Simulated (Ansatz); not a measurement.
# Elastic response of random cubic perovskite alloy of BaHfO3 and BaTiO3 (135 atoms), part 2 of 2

How stiff is random cubic perovskite alloy of BaHfO3 and BaTiO3 (135 atoms), and how do its levels respond to strain?

Ansatz 0.2.0; Kohn-Sham DFT, PBE, PAW (set soft_2), plane waves.

The cell: 27 Ba, 18 Hf, 81 O and 9 Ti. Only the Γ point is sampled. Spin–orbit coupling is left out.

So far. Step 5 (Volume -3 %): The relaxation converged after 5 steps, 0.116 eV below its start, with a largest force component of 0.0069 eV/Å. Step 5 (Volume -3 %): Volume -3 %: the energy stands 0.796 eV above that of the reference, at a pressure of 4.43 GPa.

### 6. Volume +3 %

The relaxed cell is scaled to another volume.

Input and log are left out; they have the form of those shown for this kind of step.

Wall time 4.3 min (8 threads of Arm Neoverse V1, shared host); peak memory 4.1 GiB; 33 min of CPU time.

The relaxation converged after 5 steps, 0.131 eV below its start, with a largest force component of 0.019 eV/Å.

Volume +3 %: the energy stands 0.673 eV above that of the reference, at a pressure of -3.50 GPa.

### 7. Volume -6 %

The relaxed cell is scaled to another volume.

Input and log are left out; they have the form of those shown for this kind of step.

Run time: 3.8 min. Hardware: 8 threads of Arm Neoverse V1, shared host; peak memory 3.8 GiB; 29 min of CPU time.

The relaxation converged after 5 steps, 0.441 eV below its start, with a largest force component of 0.021 eV/Å.

Volume -6 %: the energy stands 3.35 eV above that of the reference, at a pressure of 9.82 GPa.

### 8. Volume +6 %

The relaxed cell is scaled to another volume.

Input and log are left out; they have the form of those shown for this kind of step.

Wall time 4.7 min (8 threads of Arm Neoverse V1, shared host); peak memory 4.2 GiB; 37 min of CPU time.

The relaxation converged after 6 steps, 0.585 eV below its start, with a largest force component of 0.049 eV/Å.

Volume +6 %: the energy stands 2.45 eV above that of the reference, at a pressure of -6.12 GPa.

### 9. Volume -10 %

The relaxed cell is scaled to another volume.

Input and log are left out; they have the form of those shown for this kind of step.

Elapsed: 3.9 min, on 8 threads of Arm Neoverse V1, shared host; peak memory 3.7 GiB.

The relaxation converged after 5 steps, 1.14 eV below its start, with a largest force component of 0.036 eV/Å.

Volume -10 %: the energy stands 10.2 eV above that of the reference, at a pressure of 18.9 GPa.

### 10. Stretched by 1 % along x

The relaxed cell is strained along x alone, which gives the stiffness along x and its coupling to y and z.

Input file input.yaml:

```yaml
crystal:
  lattice:
    - [12.72917, -0.00811, 2.0e-05]
    - [-0.00819, 12.3965, -0.00134]
    - [2.0e-05, -0.00134, 12.43197]
  atoms:
    [... the 135 atom lines of step 4 ...]
kpoints:
  mp_grid: { grid: [1, 1, 1] }
hamiltonian:
  xc: pbe
scf:
  occupations: { method: fixed }
output:
  forces: true
  eigenvalues: true
  stress: true
relax:
  f_tol: 0.05
  max_steps: 70
```

On the command line:

```
$ ansatz run input.yaml --threads 8 --pin off --max-ram 15872MiB --backend cpu --events-out ev --progress --plain --runs-dir out
```

Numbers of over 12 decimals in the logs are rounded to 6 here.

Output:

```text
[...]
Crystal: 135 atoms, lattice volume = 1961.729 Å³
Basis set: ecut = 420 eV, 38395 PW (Γ), exchange–correlation on 180×180×180 points (8 copies of the dense FFT grid, shifted against one another)
Bands: 801, of which v1, the nominal top of the filled ones, is band 666 counted from 1 (665 counted from 0)
Symmetry: 1 space group operations
[...]
k-points: 1
[...]
SCF iter   1: F=—  HF=-512317.520256 eV  |F-HF|=—  |Δ(HF+E_count)|=         —  Δρ=1.67e-3  dr2=8.98e-2  ethr=1.77e-3  ⟨swp⟩=5.0  Hψ=2472  notcnv=0  defer=127
[...]
SCF iter   5: F=—  HF=-512317.520637 eV  |F-HF|=—  |Δ(HF+E_count)|=   5.17e-5  Δρ=8.00e-5  dr2=1.73e-4  ethr=1.60e-7  ⟨swp⟩=2.0  Hψ=1139  notcnv=0  defer=133
SCF iter   6: F=-512317.520623 eV  HF=-512317.520630 eV  |F-HF|=6.61e-6  |Δ(HF+E_count)|=   6.89e-6  Δρ=3.94e-5  dr2=3.17e-5  ethr=4.69e-9  ⟨swp⟩=16.0  Hψ=5145  notcnv=0
SCF 1 converged in 6 iterations: F = -512317.520623 eV  dr2 = 3.17e-5
[...]
relax step   1: F+E_penalty+E_count = -512317.52062327 eV  Δ(F+E_penalty+E_count) = +0.000e0 eV  max|allowed force component| = 2.960e-1 eV/Å  Δτ_max = 0.0000 Å  (6 SCF iters, dr2 threshold 6.25e-5 eV, accepted)
[...]
relax step   2: F+E_penalty+E_count = -512317.53021066 eV  Δ(F+E_penalty+E_count) = -9.587e-3 eV  max|allowed force component| = 3.067e-1 eV/Å  Δτ_max = 0.0279 Å  (7 SCF iters, dr2 threshold 5.47e-6 eV, accepted)
[...]
relax step   3: F+E_penalty+E_count = -512317.55793910 eV  Δ(F+E_penalty+E_count) = -2.773e-2 eV  max|allowed force component| = 2.293e-1 eV/Å  Δτ_max = 0.0136 Å  (6 SCF iters, dr2 threshold 5.88e-6 eV, accepted)
relax step   4: F+E_penalty+E_count = -512317.59363287 eV  Δ(F+E_penalty+E_count) = -3.569e-2 eV  max|allowed force component| = 3.231e-2 eV/Å  Δτ_max = 0.0243 Å  (6 SCF iters, dr2 threshold 2.94e-5 eV, accepted)
[...]
relax step   5: F+E_penalty+E_count = -512317.59363735 eV  Δ(F+E_penalty+E_count) = -4.478e-6 eV  max|allowed force component| = 3.252e-2 eV/Å  Δτ_max = 0.0000 Å  (5 SCF iters, accepted)
SCF converged after 5 iterations
Free energy (F): -512317.593637 eV
[...]
Internal energy: -512317.593637 eV  (E = F + TS)
E sigma→0 (E₀):  -512317.593637 eV
Fermi energy:    10.474211 eV
[...]
Σ components = -512317.593637   (vs F -512317.593637, Δ=0.00e0)
--- Forces (eV/Å), atoms counted from 1 ---
  atom   1  Ba     0.00616996     0.00199343    -0.00280629
  atom   2  Hf    -0.00764767    -0.00783409    -0.00674636
  atom   3  O     -0.00540598     0.00114980     0.00035126
  atom   4  O      0.00809498    -0.00136892    -0.00149011
[...]
atom 135  O     -0.00071646    -0.00417696     0.00042216
  max |Σ_I F_I| component: 2.61e-4 eV/Å
--- Stress (GPa, compression-positive) ---
       -1.513951      -0.005503       0.007351
       -0.005503      -0.900877       0.000946
        0.007351       0.000946      -0.845868
  P = ⅓ Tr σ = -1.0869 GPa (-10.869 kbar)
--- Band table (eV) ---
[...]
--- Relaxed structure (5 steps of the walk, 5 accepted, 0 SCFs on fresh bases) ---
  F+E_penalty+E_count = -512317.59363735 eV   max|allowed force component| = 3.252e-2 eV/Å
  atoms:
    - { symbol: Ba, position: [0.997244, 0.00103004, 0.997688] }
    - { symbol: Hf, position: [0.163527, 0.170914, 0.167980] }
    - { symbol: O, position: [0.168549, 0.160658, 0.00113285] }
    - { symbol: O, position: [0.00211024, 0.164691, 0.171346] }
[...]
- { symbol: O, position: [0.838641, 0.660473, 0.831921] }
```

Elapsed: 3.5 min, on 8 threads of Arm Neoverse V1, shared host; peak memory 4 GiB; 27 min of CPU time.

The relaxation converged after 5 steps, 0.0730 eV below its start, with a largest force component of 0.033 eV/Å.

Stretched by 1 % along x: the energy stands 0.0876 eV above that of the reference, at a pressure of -1.09 GPa.

### 11. Compressed by 1 % along x

The relaxed cell is strained along x alone, which gives the stiffness along x and its coupling to y and z.

input.yaml, the sections that differ from step 10:

```yaml
crystal:
  lattice:
    - [12.47711, -0.00811, 2.0e-05]
    - [-0.00803, 12.3965, -0.00134]
    - [2.0e-05, -0.00134, 12.43197]
  atoms:
    [... the 135 atom lines of step 4 ...]
# kpoints, hamiltonian, scf, output, relax: as in step 10
```

Output:

```text
[...]
Crystal: 135 atoms, lattice volume = 1922.883 Å³
Basis set: ecut = 420 eV, 37587 PW (Γ), exchange–correlation on 180×180×180 points (8 copies of the dense FFT grid, shifted against one another)
Bands: 801, of which v1, the nominal top of the filled ones, is band 666 counted from 1 (665 counted from 0)
Symmetry: 1 space group operations
[...]
k-points: 1
[...]
SCF iter   1: F=—  HF=-512317.491777 eV  |F-HF|=—  |Δ(HF+E_count)|=         —  Δρ=1.68e-3  dr2=8.63e-2  ethr=1.77e-3  ⟨swp⟩=5.0  Hψ=2470  notcnv=0  defer=128
[...]
SCF iter   5: F=—  HF=-512317.491050 eV  |F-HF|=—  |Δ(HF+E_count)|=   1.30e-5  Δρ=7.62e-5  dr2=1.46e-4  ethr=1.38e-7  ⟨swp⟩=2.0  Hψ=1136  notcnv=0  defer=133
SCF iter   6: F=-512317.491040 eV  HF=-512317.491046 eV  |F-HF|=5.80e-6  |Δ(HF+E_count)|=   4.43e-6  Δρ=3.69e-5  dr2=2.61e-5  ethr=4.69e-9  ⟨swp⟩=16.0  Hψ=5683  notcnv=0
SCF 1 converged in 6 iterations: F = -512317.491040 eV  dr2 = 2.61e-5
[...]
relax step   1: F+E_penalty+E_count = -512317.49103983 eV  Δ(F+E_penalty+E_count) = +0.000e0 eV  max|allowed force component| = 3.326e-1 eV/Å  Δτ_max = 0.0000 Å  (6 SCF iters, dr2 threshold 6.25e-5 eV, accepted)
[...]
relax step   2: F+E_penalty+E_count = -512317.49817982 eV  Δ(F+E_penalty+E_count) = -7.140e-3 eV  max|allowed force component| = 3.158e-1 eV/Å  Δτ_max = 0.0293 Å  (7 SCF iters, dr2 threshold 6.91e-6 eV, accepted)
[...]
relax step   3: F+E_penalty+E_count = -512317.52707780 eV  Δ(F+E_penalty+E_count) = -2.890e-2 eV  max|allowed force component| = 2.355e-1 eV/Å  Δτ_max = 0.0158 Å  (6 SCF iters, dr2 threshold 6.23e-6 eV, accepted)
relax step   4: F+E_penalty+E_count = -512317.56325264 eV  Δ(F+E_penalty+E_count) = -3.617e-2 eV  max|allowed force component| = 3.061e-2 eV/Å  Δτ_max = 0.0293 Å  (6 SCF iters, dr2 threshold 3.08e-5 eV, accepted)
[...]
relax step   5: F+E_penalty+E_count = -512317.56325857 eV  Δ(F+E_penalty+E_count) = -5.938e-6 eV  max|allowed force component| = 3.039e-2 eV/Å  Δτ_max = 0.0000 Å  (5 SCF iters, accepted)
SCF converged after 5 iterations
Free energy (F): -512317.563259 eV
[...]
Internal energy: -512317.563259 eV  (E = F + TS)
E sigma→0 (E₀):  -512317.563259 eV
Fermi energy:    10.741743 eV
[...]
Σ components = -512317.563259   (vs F -512317.563259, Δ=0.00e0)
--- Forces (eV/Å), atoms counted from 1 ---
  atom   1  Ba    -0.00643693     0.00051059     0.00156911
  atom   2  Hf     0.00262599     0.01475988     0.00632277
  atom   3  O     -0.00157152     0.00395363     0.00051546
  atom   4  O     -0.00842286    -0.00100309    -0.00235801
[...]
atom 135  O      0.00681299     0.00211791    -0.00305036
  max |Σ_I F_I| component: 1.00e-4 eV/Å
--- Stress (GPa, compression-positive) ---
        1.842271       0.012846      -0.006008
        0.012846       0.998517      -0.002534
       -0.006008      -0.002534       0.924886
  P = ⅓ Tr σ = 1.2552 GPa (12.552 kbar)
--- Band table (eV) ---
[...]
--- Relaxed structure (5 steps of the walk, 5 accepted, 0 SCFs on fresh bases) ---
  F+E_penalty+E_count = -512317.56325857 eV   max|allowed force component| = 3.039e-2 eV/Å
  atoms:
    - { symbol: Ba, position: [0.999600, -0.000126935, 0.997640] }
    - { symbol: Hf, position: [0.165176, 0.171602, 0.167502] }
    - { symbol: O, position: [0.167516, 0.160767, 0.000946495] }
    - { symbol: O, position: [0.00125673, 0.162753, 0.171555] }
[...]
- { symbol: O, position: [0.837519, 0.660755, 0.831972] }
```

The job ended after 3.4 min (8 threads; peak memory 4 GiB).

The relaxation converged after 5 steps, 0.0722 eV below its start, with a largest force component of 0.030 eV/Å.

Compressed by 1 % along x: the energy stands 0.118 eV above that of the reference, at a pressure of 1.26 GPa.

### 12. Sheared by 2 % in xy

A shear of the relaxed cell gives the modulus that volume changes can't reach.

input.yaml, the sections that differ from step 11:

```yaml
crystal:
  lattice:
    - [12.60306, 0.11792, 2.0e-05]
    - [0.11586, 12.39642, -0.00134]
    - [1.0e-05, -0.00134, 12.43197]
  atoms:
    [... the 135 atom lines of step 4 ...]
# kpoints, hamiltonian, scf, output, relax: as in step 11
```

Output:

```text
[...]
Crystal: 135 atoms, lattice volume = 1942.112 Å³
Basis set: ecut = 420 eV, 37967 PW (Γ), exchange–correlation on 180×180×180 points (8 copies of the dense FFT grid, shifted against one another)
Bands: 801, of which v1, the nominal top of the filled ones, is band 666 counted from 1 (665 counted from 0)
Symmetry: 1 space group operations
[...]
k-points: 1
[...]
SCF iter   1: F=—  HF=-512317.451265 eV  |F-HF|=—  |Δ(HF+E_count)|=         —  Δρ=1.67e-3  dr2=8.75e-2  ethr=1.77e-3  ⟨swp⟩=5.0  Hψ=2472  notcnv=0  defer=127
[...]
SCF iter   5: F=—  HF=-512317.449730 eV  |F-HF|=—  |Δ(HF+E_count)|=   4.13e-5  Δρ=7.75e-5  dr2=1.45e-4  ethr=1.33e-7  ⟨swp⟩=2.0  Hψ=1139  notcnv=0  defer=133
SCF iter   6: F=-512317.449720 eV  HF=-512317.449725 eV  |F-HF|=5.26e-6  |Δ(HF+E_count)|=   5.13e-6  Δρ=3.83e-5  dr2=2.79e-5  ethr=4.69e-9  ⟨swp⟩=14.0  Hψ=5286  notcnv=0
SCF 1 converged in 6 iterations: F = -512317.449720 eV  dr2 = 2.79e-5
[...]
relax step   1: F+E_penalty+E_count = -512317.44971968 eV  Δ(F+E_penalty+E_count) = +0.000e0 eV  max|allowed force component| = 6.137e-2 eV/Å  Δτ_max = 0.0000 Å  (6 SCF iters, dr2 threshold 6.25e-5 eV, accepted)
[...]
relax step   2: F+E_penalty+E_count = -512317.43101359 eV  Δ(F+E_penalty+E_count) = +1.871e-2 eV  max|allowed force component| = 2.046e-1 eV/Å  Δτ_max = 0.0383 Å  (10 SCF iters, rejected (line search))
[...]
relax step   3: F+E_penalty+E_count = -512317.45521598 eV  Δ(F+E_penalty+E_count) = -5.496e-3 eV  max|allowed force component| = 3.729e-2 eV/Å  Δτ_max = 0.0101 Å  (9 SCF iters, accepted)
SCF converged after 9 iterations
Free energy (F): -512317.455216 eV
[...]
Internal energy: -512317.455216 eV  (E = F + TS)
E sigma→0 (E₀):  -512317.455216 eV
Fermi energy:    10.606552 eV
[...]
Σ components = -512317.455216   (vs F -512317.455216, Δ=0.00e0)
--- Forces (eV/Å), atoms counted from 1 ---
  atom   1  Ba     0.00017599    -0.00638304     0.00062752
  atom   2  Hf    -0.01272857    -0.02368752    -0.00096405
  atom   3  O      0.00004472     0.00707577    -0.00071938
  atom   4  O      0.00330559     0.00370597     0.00399220
[...]
atom 135  O      0.00043517     0.01760131     0.00032425
  max |Σ_I F_I| component: 9.47e-5 eV/Å
--- Stress (GPa, compression-positive) ---
        0.030651      -1.829744      -0.000612
       -1.829744       0.007897       0.001821
       -0.000612       0.001821       0.041873
  P = ⅓ Tr σ = 0.0268 GPa (0.268 kbar)
--- Band table (eV) ---
[...]
--- Relaxed structure (3 steps of the walk, 2 accepted, 0 SCFs on fresh bases) ---
  F+E_penalty+E_count = -512317.45521598 eV   max|allowed force component| = 3.729e-2 eV/Å
  atoms:
    - { symbol: Ba, position: [0.998727, 0.000187872, 0.997535] }
    - { symbol: Hf, position: [0.164398, 0.171227, 0.167779] }
    - { symbol: O, position: [0.167664, 0.160807, 0.00105011] }
    - { symbol: O, position: [0.00161023, 0.163826, 0.171380] }
[...]
- { symbol: O, position: [0.837826, 0.660565, 0.831927] }
```

Elapsed: 2.4 min, on 8 threads; peak memory 4 GiB.

The relaxation converged after 3 steps, 0.00550 eV below its start, with a largest force component of 0.037 eV/Å.

Sheared by 2 % in xy: the energy stands 0.226 eV above that of the reference, at a pressure of 0.0268 GPa.

### 13. Pressure against volume

Atoms are relaxed at each volume, in the scaled cell.

```csv
volume change (%),volume (Å³/atom),energy change (meV/atom),pressure (GPa),largest move on relaxing (Å),bonds,gap (eV)
-10,12.949,75.68,18.87,0.14,486,2.88
-6,13.524,24.80,9.82,0.10,486,2.90
-3,13.956,5.89,4.43,0.05,486,2.96
+0,14.387,0.00,0.02,-,486,2.99
+3,14.819,4.99,-3.50,0.07,486,3.01
+6,15.251,18.15,-6.12,0.16,486,3.07
```

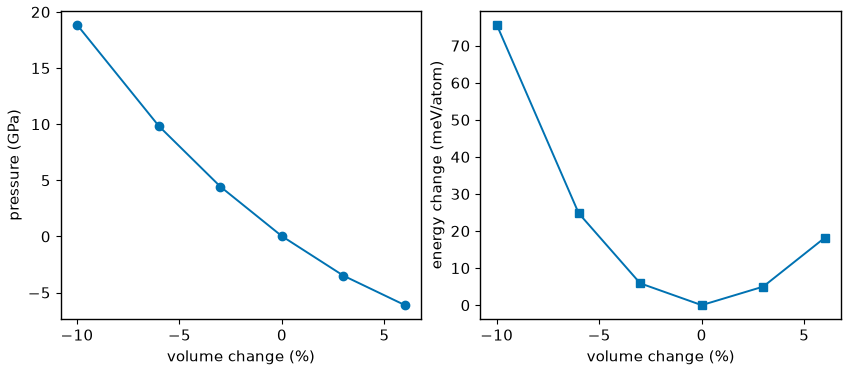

Pressure and energy against volume.

### 14. Uniaxial strain and shear

Stress (GPa, compression positive) less that of the relaxed cell, atoms relaxed:

```csv
strain,xx,yy,zz,xy,energy change (meV/atom)
stretched by 1 % along x,-1.544,-0.915,-0.865,-0.006,0.65
compressed by 1 % along x,1.812,0.984,0.905,0.013,0.87
sheared by 2 % in xy,0.000,-0.006,0.022,-1.830,1.67
```

### 15. What came out

The bulk modulus, from the slope of pressure against ln V over the three points nearest the relaxed volume, is 132 GPa; a quadratic over all points gives a pressure derivative of about 6.9. The gap goes from 2.88 eV at the smallest volume to 3.07 eV at the largest, +1.1 eV per unit of ln V by a straight line, on the run's k-points. In the Cartesian axes of the cell, finite differences give C11 = 168, C12 = 95.0, C13 = 88.5 and C66 = 91.5 GPa (the shear of 2 % is the engineering strain, εxy = 0.01). The mean of C11, C12 and C13, which equals the bulk modulus in a cubic or isotropic solid, is 117 GPa: it lies 11 % under the bulk modulus from the volumes.

Caveats: Strains are finite and relaxations stop at the force tolerance of the input, which can leave moduli too stiff; they are those of a static cell at zero temperature. Volumes are changed with the cell's shape held, so in an anisotropic solid the modulus lies over the one under free hydrostatic load. The program notes that the SCF threshold of the relaxations is loose for the stress. The host structure and its lattice constant were typed by rule, without a check against the phase diagram.

The DFT runs together took 38 min of wall time.

[Logs are printed without paths, hosts, clocks, repeated set-up lines and the standing remarks that a program may print on its own settings, such as how far it seeks lower states.]

[Hosts, paths, dates, database ids (printed as entryN), source tags and the programs' standing remarks are cut or masked in the printed files.]
